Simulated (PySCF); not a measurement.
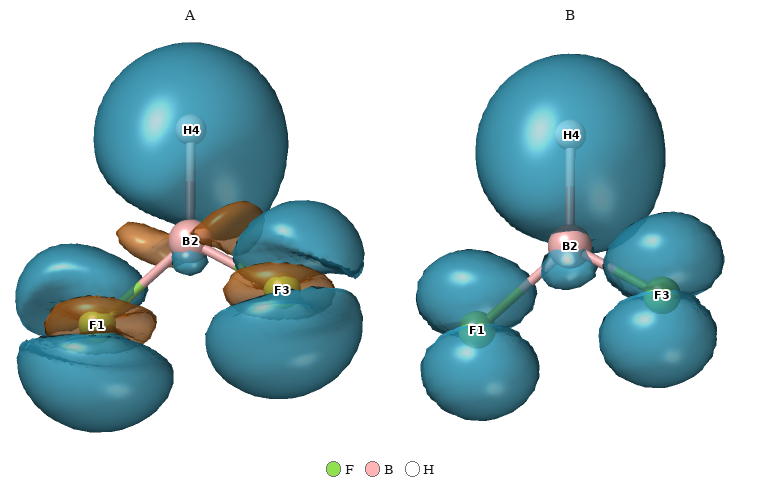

BF$_{2}$H, SMILES `FBF`. The Fukui function f⁻ from two separate SCF calculations and the density of the HOMO, at ±0.03 e/Å³ (light blue positive, orange negative).

Method: ωB97X/def2-TZVP; geometry: GFN2-xTB; program: PySCF. No frequency check shows the geometry to be a minimum.

> Which panel is which, and how good is the frozen-orbital picture?

A is f⁻ (it has negative regions), B the HOMO density. The HOMO lies on H4 (31 %), B2 (28 %) and F1 and F3 (21 % each); f⁻ (Hirshfeld-condensed) is largest on H4 (0.28), B2 (0.26) and F1 and F3 (0.23 each); the vertical ionisation energy is 14.35 eV. Relaxation shifts 4 % of the electron between atoms. The orbital energy is −13.56 eV.
